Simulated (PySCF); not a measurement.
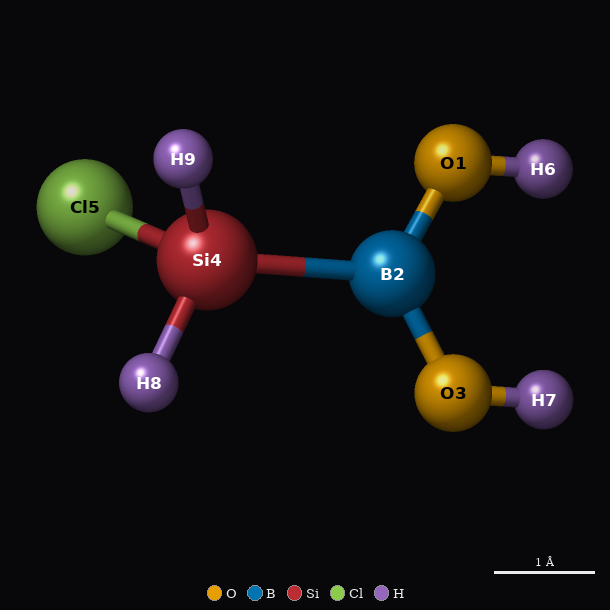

The atoms are numbered. Computed geometry: GFN2-xTB optimisation. No frequency run is at hand to confirm it as a minimum.

Q: How are the neighbours of atom 4 arranged?

A: Si4 has 4 neighbours (B2 at 1.97, Cl5 at 2.03, H8 at 1.47, H9 at 1.47 Å); the arrangement is tetrahedral.

Q: Describe the coordination of atom 2.

A: B2 has 3 neighbours (O1 at 1.35, O3 at 1.35, Si4 at 1.97 Å); the arrangement is trigonal planar.

Q: What is the geometry at O3?

A: O3 has 2 neighbours (B2 at 1.35, H7 at 0.96 Å); the arrangement is bent.

Q: Describe the coordination of atom 1.

A: O1 has 2 neighbours (B2 at 1.35, H6 at 0.96 Å); the arrangement is bent.

Q: What is the dihedral angle O3–B2–Si4–Cl5?

A: 117° in size, that is anticlinal.
